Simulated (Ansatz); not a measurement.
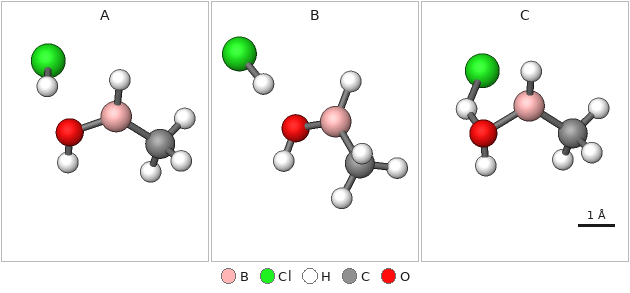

3 geometries from a converged minimum-energy path of CH6BClO, shuffled. A ball-and-stick model, seen at a tilt.

The calculation used RKS B3LYP-D4/6-31G* (Ansatz). Settings: 7 movable images; climbing image; force threshold 0.05 eV/Å; iteration limit 60; starting path through a guess of the saddle point.

One of them is the converged climbing image. Which?

Answer. C. In order along the path, whose images run from 0 to 8: C (image 2, +17.1 kcal/mol), A (image 4, −3.5 kcal/mol), B (image 8, −5.6 kcal/mol). Breaking: B–Cl (1.88 → 4.16 Å), H–O (0.98 → 1.84 Å). Forming: B–O (1.72 → 1.37 Å), Cl–H (2.78 → 1.31 Å).

Cost: 5.3 min on 1 thread of Intel(R) Xeon(R) 6975P-C (Granite Rapids), with other jobs on the host, peak memory 0.19 GiB.
